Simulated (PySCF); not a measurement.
Consider Sn2 (charge +1, quartet).

```json
{"atom": "Sn", "x (Å)": "0.0000", "y (Å)": "0.0000", "z (Å)": "-1.3995"}
{"atom": "Sn", "x (Å)": "0.0000", "y (Å)": "0.0000", "z (Å)": "1.3995"}
```

Core potentials replace the inner electrons of Sn.

Method: PySCF, PBE0/def2-SVP, non-relativistic Hamiltonian with scalar-relativistic core potentials where named, at a bond length of 2.799 Å.

Question: What can the converged electron density, electron localisation function and spin density tell about the bonding?

Answer: Sn–Sn (2.80 Å): ρ at the midpoint is about 0.32 e/Å³; the ELF is about 0.45 at the midpoint.
The unpaired spin (3 electrons) lies mostly on Sn1 (about 1.5) and Sn2 (about 1.5), in electrons by Hirshfeld's partition.

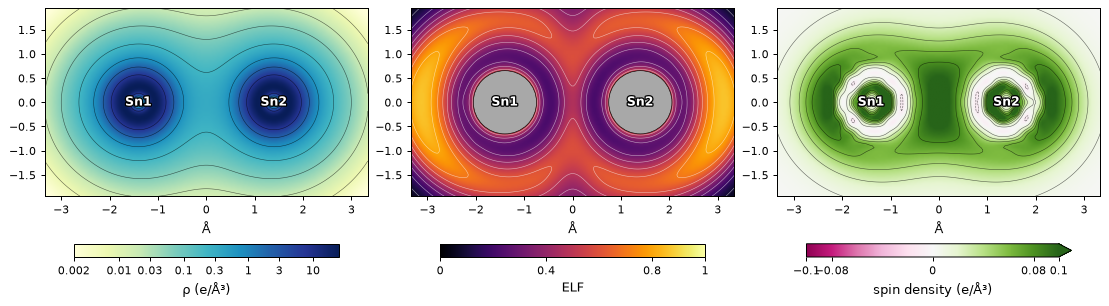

Computed electron density, electron localisation function and spin density on a plane that holds the molecular axis, in this order. Grey discs cover the atomic cores in the ELF map. 
